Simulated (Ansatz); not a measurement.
Run report: SnPH₄Cl₃, nudged elastic band

- system: SnPH₄Cl₃
- method: RKS PBE0-D4/def2-SVP (Ansatz 0.2.0)

It belongs to a series of runs on one base structure; here: band between the two ends. Figures and captions count atoms from 1; the log counts them from 0 in places.

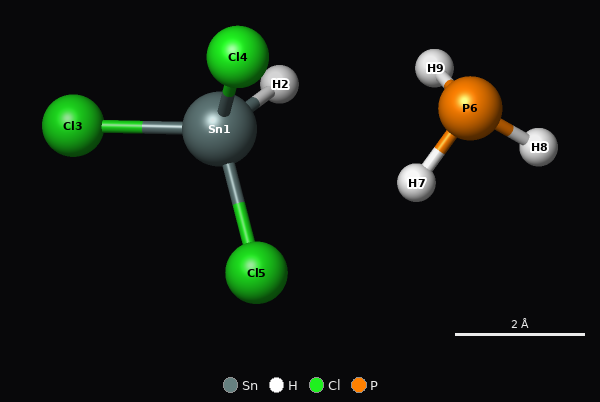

Fig. 1: The structure as given in the input (ball-and-stick view, seen at a tilt; atoms are numbered from 1 in the order of the input). Sticks mark near contacts. Bond lengths as drawn: Cl–Sn 2.33 Å, H–P 1.43 Å and H–Sn 1.70 Å.

Results in brief:

| quantity | value |
| --- | --- |
| outcome | converged |
| barrier, forward | 1.224 eV |
| barrier, backward | 1.497 eV |
| hardware | 4 threads of Intel Xeon @ 2.50GHz (Skylake/Cascade Lake), 16 GiB of memory available, shared host |
| wall time | 7.5 min (CPU time 27 min) |
| peak memory | 0.41 GiB |

Remarks:

The order of the saddle point was not checked.

Input file:
```yaml
crystal:
  periodic: [false, false, false]
  atoms:
    - { symbol: Sn, position_ang: [0.522094, -0.099324, -0.152098] }
    - { symbol: H, position_ang: [0.787483, -0.1792, 1.523459] }
    - { symbol: Cl, position_ang: [2.523623, 0.124673, -1.318136] }
    - { symbol: Cl, position_ang: [-0.824245, 1.710872, -0.727222] }
    - { symbol: Cl, position_ang: [-0.528496, -2.020348, -0.949446] }
    - { symbol: P, position_ang: [-3.391016, 0.241639, 1.508301] }
    - { symbol: H, position_ang: [-2.907223, -0.68452, 0.533648] }
    - { symbol: H, position_ang: [-3.774803, -0.798759, 2.411303] }
    - { symbol: H, position_ang: [-2.107316, 0.392866, 2.121091] }
basis:
  gaussian: { orbitals: def2-SVP }
hamiltonian:
  xc: pbe0
  dispersion: d4
neb:
  order_check: false
  images: 4
  f_tol: 0.03
  max_iterations: 60
  climbing: false
  final_atoms:
    - { symbol: Sn, position_ang: [-0.779922, -0.15284505, -0.63175892] }
    - { symbol: H, position_ang: [0.17778305, 0.46500422, 2.96908424] }
    - { symbol: Cl, position_ang: [1.34922471, -0.1457469, 0.33655594] }
    - { symbol: Cl, position_ang: [-0.83838323, 1.62070884, -2.14951552] }
    - { symbol: Cl, position_ang: [-0.91196398, -2.11608867, -1.89763424] }
    - { symbol: P, position_ang: [-2.59106047, 0.06697768, 1.07105192] }
    - { symbol: H, position_ang: [-3.52917257, -0.46703143, 0.13157267] }
    - { symbol: H, position_ang: [-2.26988513, -1.22571433, 1.5912933] }
    - { symbol: H, position_ang: [-0.30651939, 0.64263464, 3.53025061] }
  initial_path:
    images:
      - { positions_ang: [[0.522094, -0.099324, -0.152098], [0.787483, -0.1792, 1.523459], [2.523623, 0.124673, -1.318136], [-0.824245, 1.710872, -0.727222], [-0.528496, -2.020348, -0.949446], [-3.391016, 0.241639, 1.508301], [-2.907223, -0.68452, 0.533648], [-3.774803, -0.798759, 2.411303], [-2.107316, 0.392866, 2.121091]] }
      - { positions_ang: [[0.3114817, -0.0551674, -0.09349955], [0.47398894, -0.09577494, 1.74779621], [2.42007562, 0.08983545, -1.11778464], [-0.96320126, 1.80796427, -0.76456232], [-0.76248055, -2.00381614, -0.88421729], [-3.08257838, 0.13699725, 1.25508169], [-3.09484701, -0.78010261, 0.35330372], [-3.32812302, -0.65349149, 2.33978296], [-1.67421504, 0.24145461, 2.1149992]] }
      - { positions_ang: [[0.1008694, -0.01101081, -0.03490109], [0.16049489, -0.01234988, 1.97213343], [2.31652824, 0.05499789, -0.91743328], [-1.10215752, 1.90505653, -0.80190264], [-0.9964651, -1.98728427, -0.81898857], [-2.77414076, 0.03235551, 1.00186239], [-3.28247102, -0.87568521, 0.17295944], [-2.88144304, -0.50822398, 2.26826292], [-1.24111408, 0.09004322, 2.1089074]] }
      - { positions_ang: [[-0.1595338, -0.02171502, -0.13083328], [0.0385549, 0.11649096, 2.26125847], [2.08164858, 0.00091391, -0.58649489], [-1.10498517, 1.8870239, -1.08636134], [-1.0731587, -2.00643241, -1.00862622], [-2.61414966, -0.00257675, 0.91441257], [-3.40686093, -0.8321875, 0.09254437], [-2.58045947, -0.59361504, 2.10426098], [-0.88095475, 0.13999695, 2.39073932]] }
      - { positions_ang: [[-0.4697279, -0.08728004, -0.3812961], [0.10816897, 0.29074759, 2.61517135], [1.71543665, -0.0724165, -0.12496947], [-0.9716842, 1.75386637, -1.61793843], [-0.99256134, -2.06126054, -1.45313023], [-2.60260506, 0.03220046, 0.99273224], [-3.46801675, -0.64960946, 0.11205852], [-2.4251723, -0.90966469, 1.84777714], [-0.59373707, 0.3913158, 2.96049496]] }
      - { positions_ang: [[-0.779922, -0.15284505, -0.63175892], [0.17778305, 0.46500422, 2.96908424], [1.34922471, -0.1457469, 0.33655594], [-0.83838323, 1.62070884, -2.14951552], [-0.91196398, -2.11608867, -1.89763424], [-2.59106047, 0.06697768, 1.07105192], [-3.52917257, -0.46703143, 0.13157267], [-2.26988513, -1.22571433, 1.5912933], [-0.30651939, 0.64263464, 3.53025061]] }
```

Launched with:
```bash
ansatz run input.yaml --threads 4 --pin off --max-ram 5120MiB --backend cpu --events-out ev --progress --plain --runs-dir out
```

The program's output:
```
Engine: ansatz 0.2.0, x86_64-unknown-linux-gnu
Functional definition: PBE0
  parameter a = 0.25
  parameter kappa = 0.804
  parameter beta = 0.06672455060314922
  exchange = (1 - a)*pbe_x(kappa = kappa, mu = beta*pi^2/3) + a*exact_x
  correlation = pbe_c(beta = beta)
1274 factors; integrals over basis functions are off by at most 3.2e-4 eV
mean field evaluation 1: about -52724.4526 eV, gradient 2.1e1 eV
mean field evaluation 2: about -52723.7846 eV, gradient 2.7e1 eV
mean field evaluation 4: about -52725.7511 eV, gradient 4.1e-1 eV
mean field evaluation 8: about -52725.7581 eV, gradient 1.6e-2 eV
mean field -52725.75814543 eV, -1937.6358730422 hartree, gradient 4.6e-5 eV, S^2 0.000000; 0 other end points of the search recorded, 0 dependent functions left out
the calculation of the forces begins
reference -52725.75817574 eV, -1937.6358741558 hartree; 46, 46 occupied and 72, 72 virtual orbitals, 1274 factors
1277 factors; integrals over basis functions are off by at most 5.0e-4 eV
mean field evaluation 16: about -52723.8151 eV, gradient 2.9e1 eV
mean field -52726.00903322 eV, -1937.6450929984 hartree, gradient 3.2e-5 eV, S^2 0.000000; 0 other end points of the search recorded, 0 dependent functions left out
[... from here on the field's lines of each further geometry are left out, up to the last ...]
NEB iter   1: max|band force component| = 4.728e0 eV/Å  barrier→ = 4.0801 eV  barrier← = 4.3528 eV  Δτ_max = 0.2000 Å  (153 SCF iters)
NEB iter   2: max|band force component| = 3.230e0 eV/Å  barrier→ = 3.0620 eV  barrier← = 3.3348 eV  Δτ_max = 0.1983 Å  (128 SCF iters)
NEB iter   3: max|band force component| = 1.047e0 eV/Å  barrier→ = 2.8548 eV  barrier← = 3.1276 eV  Δτ_max = 0.2000 Å  (114 SCF iters)
NEB iter   4: max|band force component| = 1.095e0 eV/Å  barrier→ = 2.3624 eV  barrier← = 2.6352 eV  Δτ_max = 0.0995 Å  (110 SCF iters)
NEB iter   5: max|band force component| = 6.189e-1 eV/Å  barrier→ = 2.2656 eV  barrier← = 2.5384 eV  Δτ_max = 0.1976 Å  (110 SCF iters)
NEB iter   6: max|band force component| = 8.604e-1 eV/Å  barrier→ = 1.9173 eV  barrier← = 2.1901 eV  Δτ_max = 0.1006 Å  (107 SCF iters)
NEB iter   7: max|band force component| = 5.228e-1 eV/Å  barrier→ = 1.4530 eV  barrier← = 1.7258 eV  Δτ_max = 0.1028 Å  (108 SCF iters)
NEB iter   8: max|band force component| = 4.848e-1 eV/Å  barrier→ = 1.1825 eV  barrier← = 1.4553 eV  Δτ_max = 0.0999 Å  (105 SCF iters)
NEB iter   9: max|band force component| = 3.100e-1 eV/Å  barrier→ = 1.0873 eV  barrier← = 1.3601 eV  Δτ_max = 0.0997 Å  (106 SCF iters)
NEB iter  10: max|band force component| = 2.108e-1 eV/Å  barrier→ = 1.0070 eV  barrier← = 1.2798 eV  Δτ_max = 0.1000 Å  (106 SCF iters)
NEB iter  11: max|band force component| = 2.184e-1 eV/Å  barrier→ = 0.9376 eV  barrier← = 1.2104 eV  Δτ_max = 0.1002 Å  (106 SCF iters)
NEB iter  12: max|band force component| = 2.273e-1 eV/Å  barrier→ = 0.9629 eV  barrier← = 1.2356 eV  Δτ_max = 0.0500 Å  (105 SCF iters)
NEB iter  13: max|band force component| = 1.955e-1 eV/Å  barrier→ = 0.9719 eV  barrier← = 1.2447 eV  Δτ_max = 0.0502 Å  (106 SCF iters)
NEB iter  14: max|band force component| = 1.045e-1 eV/Å  barrier→ = 0.9888 eV  barrier← = 1.2616 eV  Δτ_max = 0.0502 Å  (105 SCF iters)
NEB iter  15: max|band force component| = 9.479e-2 eV/Å  barrier→ = 1.0127 eV  barrier← = 1.2855 eV  Δτ_max = 0.1004 Å  (104 SCF iters)
NEB iter  16: max|band force component| = 1.448e-1 eV/Å  barrier→ = 1.0826 eV  barrier← = 1.3553 eV  Δτ_max = 0.0503 Å  (105 SCF iters)
NEB iter  17: max|band force component| = 1.240e-1 eV/Å  barrier→ = 1.1357 eV  barrier← = 1.4085 eV  Δτ_max = 0.0499 Å  (106 SCF iters)
NEB iter  18: max|band force component| = 1.169e-1 eV/Å  barrier→ = 1.1826 eV  barrier← = 1.4554 eV  Δτ_max = 0.0502 Å  (108 SCF iters)
NEB iter  19: max|band force component| = 1.847e-1 eV/Å  barrier→ = 1.2416 eV  barrier← = 1.5144 eV  Δτ_max = 0.0499 Å  (102 SCF iters)
NEB iter  20: max|band force component| = 2.072e-1 eV/Å  barrier→ = 1.3144 eV  barrier← = 1.5872 eV  Δτ_max = 0.0999 Å  (107 SCF iters)
NEB iter  21: max|band force component| = 2.895e-1 eV/Å  barrier→ = 1.4624 eV  barrier← = 1.7352 eV  Δτ_max = 0.0999 Å  (109 SCF iters)
NEB iter  22: max|band force component| = 3.580e-1 eV/Å  barrier→ = 1.5888 eV  barrier← = 1.8616 eV  Δτ_max = 0.1983 Å  (107 SCF iters)
NEB iter  23: max|band force component| = 4.403e-1 eV/Å  barrier→ = 1.5132 eV  barrier← = 1.7859 eV  Δτ_max = 0.1011 Å  (106 SCF iters)
NEB iter  24: max|band force component| = 3.117e-1 eV/Å  barrier→ = 1.3972 eV  barrier← = 1.6700 eV  Δτ_max = 0.1001 Å  (106 SCF iters)
NEB iter  25: max|band force component| = 2.168e-1 eV/Å  barrier→ = 1.4553 eV  barrier← = 1.7281 eV  Δτ_max = 0.2000 Å  (104 SCF iters)
NEB iter  26: max|band force component| = 3.576e-1 eV/Å  barrier→ = 1.3550 eV  barrier← = 1.6278 eV  Δτ_max = 0.1006 Å  (106 SCF iters)
NEB iter  27: max|band force component| = 3.267e-1 eV/Å  barrier→ = 1.3505 eV  barrier← = 1.6233 eV  Δτ_max = 0.1008 Å  (107 SCF iters)
NEB iter  28: max|band force component| = 1.383e-1 eV/Å  barrier→ = 1.3032 eV  barrier← = 1.5759 eV  Δτ_max = 0.1593 Å  (106 SCF iters)
NEB iter  29: max|band force component| = 1.829e-1 eV/Å  barrier→ = 1.2225 eV  barrier← = 1.4952 eV  Δτ_max = 0.0799 Å  (106 SCF iters)
NEB iter  30: max|band force component| = 2.828e-1 eV/Å  barrier→ = 1.1991 eV  barrier← = 1.4719 eV  Δτ_max = 0.0396 Å  (106 SCF iters)
NEB iter  31: max|band force component| = 1.527e-1 eV/Å  barrier→ = 1.2140 eV  barrier← = 1.4868 eV  Δτ_max = 0.0398 Å  (106 SCF iters)
NEB iter  32: max|band force component| = 7.915e-2 eV/Å  barrier→ = 1.2616 eV  barrier← = 1.5344 eV  Δτ_max = 0.0398 Å  (105 SCF iters)
NEB iter  33: max|band force component| = 1.033e-1 eV/Å  barrier→ = 1.2870 eV  barrier← = 1.5598 eV  Δτ_max = 0.0199 Å  (104 SCF iters)
NEB iter  34: max|band force component| = 6.155e-2 eV/Å  barrier→ = 1.2996 eV  barrier← = 1.5724 eV  Δτ_max = 0.0198 Å  (109 SCF iters)
NEB iter  35: max|band force component| = 7.059e-2 eV/Å  barrier→ = 1.2860 eV  barrier← = 1.5588 eV  Δτ_max = 0.0099 Å  (97 SCF iters)
NEB iter  36: max|band force component| = 5.864e-2 eV/Å  barrier→ = 1.2811 eV  barrier← = 1.5539 eV  Δτ_max = 0.0099 Å  (93 SCF iters)
NEB iter  37: max|band force component| = 4.961e-2 eV/Å  barrier→ = 1.2741 eV  barrier← = 1.5469 eV  Δτ_max = 0.0199 Å  (93 SCF iters)
NEB iter  38: max|band force component| = 4.106e-2 eV/Å  barrier→ = 1.2562 eV  barrier← = 1.5289 eV  Δτ_max = 0.0198 Å  (107 SCF iters)
NEB iter  39: max|band force component| = 3.810e-2 eV/Å  barrier→ = 1.2425 eV  barrier← = 1.5153 eV  Δτ_max = 0.0199 Å  (108 SCF iters)
the calculation of the forces begins
reference -52725.69282129 eV, -1937.6334724243 hartree; 46, 46 occupied and 72, 72 virtual orbitals, 1277 factors
1280 factors; integrals over basis functions are off by at most 6.2e-4 eV
mean field -52724.49268613 eV, -1937.5893682706 hartree, gradient 2.6e-5 eV, S^2 0.000000; 1 other end points of the search recorded, 0 dependent functions left out
the calculation of the forces begins
reference -52724.49271247 eV, -1937.5893692386 hartree; 46, 46 occupied and 72, 72 virtual orbitals, 1280 factors
NEB iter  40: max|band force component| = 2.941e-2 eV/Å  barrier→ = 1.2244 eV  barrier← = 1.4972 eV  Δτ_max = 0.0000 Å  (208 SCF iters)
```

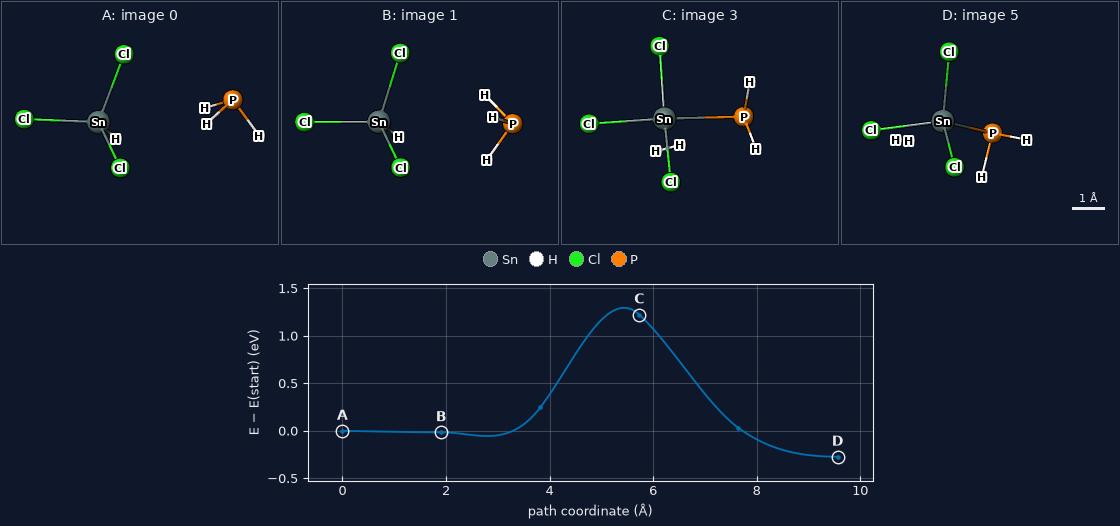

Fig. 2: Images of the last band (counted from 0; ball-and-stick, seen at a tilt) above the energy along the path; the line is a cubic interpolation that uses the forces. The highest image is number 3, 1.224 eV above the start and 1.497 eV above the end; the end lies 0.273 eV below the start. The path is 9.57 Å long. The band converged in 40 iterations.

```
Total energy: -52724.79959828 eV, -1937.6006470841 hartree
Atom 0 at    -0.599788    -0.168358    -0.083331 Å, force    -0.245439    -0.035270    -0.084284 eV/Å
Atom 1 at     0.402352     0.379112     2.064009 Å, force     0.012215     0.040476     0.144298 eV/Å
Atom 2 at     1.618879     0.003223    -0.876578 Å, force    -0.111542     0.021585     0.259699 eV/Å
Atom 3 at    -1.035220     2.103823    -0.726091 Å, force    -0.055400    -0.048235    -0.207511 eV/Å
Atom 4 at    -0.409278    -2.557603     0.006286 Å, force    -0.020895    -0.057509    -0.181600 eV/Å
Atom 5 at    -2.793122    -0.119161     1.218407 Å, force     0.094809     0.002715    -0.082362 eV/Å
Atom 6 at    -3.502869     0.182756     0.020355 Å, force    -0.069263    -0.003640    -0.004753 eV/Å
Atom 7 at    -3.016797    -1.526776     1.154656 Å, force    -0.001495     0.002242    -0.056846 eV/Å
Atom 8 at    -0.364057     0.390882     2.173187 Å, force     0.397010     0.077636     0.213359 eV/Å
Dipole moment:    -0.424090    -0.074157     0.365188 e Å
this run last wrote the band of iteration 40 to [file]
```

The last band as extended XYZ (Å, eV, eV/Å):
```
9
Properties=species:S:1:pos:R:3:forces:R:3 image=0 energy=-52726.02400
Sn    0.5221   -0.0993   -0.1521    0.0047   0.0010  -0.0013
H     0.7875   -0.1792    1.5235   -0.0009  -0.0012  -0.0029
Cl    2.5236    0.1247   -1.3181   -0.0052   0.0007   0.0025
Cl   -0.8242    1.7109   -0.7272    0.0013  -0.0027   0.0017
Cl   -0.5285   -2.0203   -0.9494    0.0008   0.0004   0.0000
P    -3.3910    0.2416    1.5083    0.0175  -0.0213  -0.0060
H    -2.9072   -0.6845    0.5336   -0.0071   0.0150   0.0119
H    -3.7748   -0.7988    2.4113    0.0024   0.0083  -0.0015
H    -2.1073    0.3929    2.1211   -0.0136  -0.0004  -0.0044
9
Properties=species:S:1:pos:R:3:forces:R:3 image=1 energy=-52726.03884
Sn    0.3702   -0.1357   -0.0471   -0.0019   0.0004  -0.0042
H     0.4709   -0.1432    1.6473    0.0001  -0.0013   0.0011
Cl    2.4885   -0.1581   -1.0125    0.0027  -0.0001   0.0000
Cl   -0.7200    1.7620   -0.8436    0.0025  -0.0029   0.0004
Cl   -0.7678   -1.9971   -0.8619    0.0015   0.0021  -0.0021
P    -3.3817   -0.1297    1.8210    0.0026  -0.0033   0.0062
H    -3.3427   -0.3028    0.4052   -0.0004  -0.0024  -0.0023
H    -2.3937   -1.1373    2.0478   -0.0030   0.0046  -0.0002
H    -2.4236    0.9298    1.7947   -0.0043   0.0030   0.0011
9
Properties=species:S:1:pos:R:3:forces:R:3 image=2 energy=-52725.77830
Sn    0.1344   -0.0529    0.1254    0.3851   0.0788   0.1233
H     0.4957    0.3237    1.7536    0.0438  -0.0468  -0.1650
Cl    2.0914   -0.0871   -1.1214    0.2397  -0.0034  -0.1227
Cl   -1.0434    1.6962   -0.8959   -0.0281  -0.1788  -0.0517
Cl   -0.6108   -2.2609   -0.1034   -0.0908   0.1544  -0.1054
P    -3.0674   -0.0333    1.6664   -0.1660   0.0156   0.2311
H    -3.1494    0.2945    0.2783    0.1775   0.0568   0.1485
H    -2.8999   -1.4238    1.4017    0.0704   0.0244   0.0958
H    -1.6506    0.2316    1.8463   -0.6316  -0.1010  -0.1541
9
Properties=species:S:1:pos:R:3:forces:R:3 image=3 energy=-52724.79957
Sn   -0.5998   -0.1684   -0.0833   -0.2454  -0.0353  -0.0843
H     0.4024    0.3791    2.0640    0.0122   0.0405   0.1443
Cl    1.6189    0.0032   -0.8766   -0.1115   0.0216   0.2597
Cl   -1.0352    2.1038   -0.7261   -0.0554  -0.0482  -0.2075
Cl   -0.4093   -2.5576    0.0063   -0.0209  -0.0575  -0.1816
P    -2.7931   -0.1192    1.2184    0.0948   0.0027  -0.0824
H    -3.5029    0.1828    0.0204   -0.0693  -0.0036  -0.0048
H    -3.0168   -1.5268    1.1547   -0.0015   0.0022  -0.0568
H    -0.3641    0.3909    2.1732    0.3970   0.0776   0.2134
9
Properties=species:S:1:pos:R:3:forces:R:3 image=4 energy=-52725.99338
Sn   -0.6949   -0.1618   -0.2345   -0.0312  -0.0160  -0.0465
H     0.4509    0.4122    2.4874    0.0266   0.0159   0.0877
Cl    1.6013    0.1852    0.0348   -0.0092   0.0226   0.1996
Cl   -1.1929    1.6503   -1.6413   -0.0419  -0.1355  -0.2392
Cl   -0.6412   -2.3655   -1.0491   -0.0752   0.0574  -0.2475
P    -2.6745   -0.1121    1.3072    0.0494   0.0215   0.0272
H    -3.4471    0.1765    0.1367   -0.0060   0.0051   0.0577
H    -2.8402   -1.5238    1.1524    0.0423   0.0098   0.0247
H    -0.2613    0.4270    2.7573    0.0452   0.0191   0.1362
9
Properties=species:S:1:pos:R:3:forces:R:3 image=5 energy=-52726.29679
Sn   -0.7799   -0.1528   -0.6318   -0.0069  -0.0013  -0.0099
H     0.1778    0.4650    2.9691   -0.0073   0.0037   0.0122
Cl    1.3492   -0.1457    0.3366   -0.0034   0.0015   0.0065
Cl   -0.8384    1.6207   -2.1495    0.0001  -0.0003   0.0003
Cl   -0.9120   -2.1161   -1.8976   -0.0020   0.0005   0.0028
P    -2.5911    0.0670    1.0711    0.0046   0.0030  -0.0030
H    -3.5292   -0.4670    0.1316    0.0037   0.0008   0.0007
H    -2.2699   -1.2257    1.5913    0.0049  -0.0019   0.0020
H    -0.3065    0.6426    3.5303    0.0062  -0.0062  -0.0116
```
